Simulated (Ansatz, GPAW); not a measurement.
# A computed optical spectrum

Method: GPAW, RPBE, RPA, without spin-orbit coupling, line width 0.2 eV (Lorentzian); metals get a typed carrier damping. The response is along the first axis of the cell.

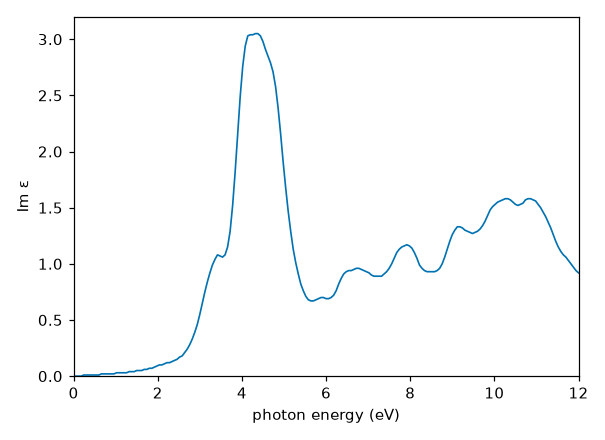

Problem. Which of these systems gave the spectrum?
A. KS3Br (R3m)
B. NaCdCl3 (Pm-3m)
C. RbS3F (R3m)

Solution. C. RbS3F (R3m): ε∞ = 2.66 along the first axis, strongest peak along the first axis at 4.36 eV. The others: KS3Br (R3m), ε∞ = 3.27 along the first axis, strongest peak along the first axis at 2.99 eV; NaCdCl3 (Pm-3m), ε∞ = 2.79 along the first axis, strongest peak along the first axis at 6.84 eV.

Note: cells built here by substitution need not match a known phase.
